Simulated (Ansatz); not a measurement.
## Fields on a plane of TiAl (CuAu type, space group P4/mmm)

```
TiAl
1.0
    2.81288     0.00000     0.00000
    0.00000     2.81288     0.00000
    0.00000     0.00000     4.05874
Al Ti
1 1
Direct
  0.50000   0.50000   0.50000
  0.00000   0.00000   0.00000
```

The slice is a (0 -1 1) plane (indices of the conventional cell) through the point (0.500, 0.500, 0.500) (fractional), spanned by u = [100] and v = [011] in vectors of this cell: u (2.81 Å) and v (4.94 Å, at 90° to u). It covers one period; positions are fractions (u, v).

Atoms on it: Al at (0.00, 0.00); Ti at (0.50, 0.50).

Calculation: r2SCAN (plane waves to 500 eV, PAW, scalar-relativistic; Ansatz, a first-principles code). k mesh 16×16×12. Near the nuclei the fields are pseudised (PAW); where an atom keeps semicore shells as valence, they peak there. The PAW data are Ansatz's earlier set. TiAl is run without spin polarisation. TiAl was relaxed with its symmetry unable to fall.

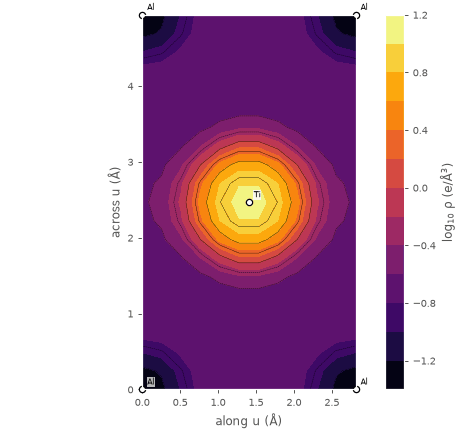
Figure. Log₁₀ of the valence density in e/Å³, one period of the plane, atoms marked. The scale is logarithmic, as a density can span decades between atoms and voids.

```
|xxxxxxxx::%%%%::xxxxxx|
|xxxxxxxx++@@@@++xxxxxx|
|xxxxxx--##@@@@##--xxxx|
|xx..==##%%@@@@%%##==..|
|########********######|
|@@@@##==  xxxx  ==##@@|
|@@%%==xxxxxxxxxxxx==%%|
|%%**  xxxxxxxxxxxx  **|
|##++xxxxxxxxxxxxxxxx++|
|##==xxxxxxxxxxxxxxxx==|
|##++xxxxxxxxxxxxxxxx++|
|%%**  xxxxxxxxxxxx  **|
|@@%%==xxxxxxxxxxxx==%%|
|@@@@##==  xxxx  ==##@@|
|########********######|
|xx..==##%%@@@@%%##==..|
|xxxxxx--##@@@@##--xxxx|
|xxxxxxxx++@@@@++xxxxxx|
|xxxxxxxx::%%%%::xxxxxx|
|xxxxxxxx..####..xxxxxx|
```
Scale: ten equal steps from -2.00 (start of ' ') to 6.65 (end of '@'), in the order ' .:-=+*#%@'. Values: electrostatic potential energy of an electron, from the cell's mean, in eV. The map has 11 points along u (two characters each, u = 0 at the left) and 20 along v (v = 0 in the bottom row). Points within 1 Å of a nucleus are blanked (x), as the pseudised field means little there. Values under -2 eV are set to -2. The zero, the cell's mean, hangs on the PAW cores.

* **Density on the Al–Al line (2.81 Å) at its midpoint**: 0.23 e/Å³
* **ELF at that point**: 0.7
* **ELF maximum in the middle third of the Al–Al line**: 0.70, 1.3 Å from Al
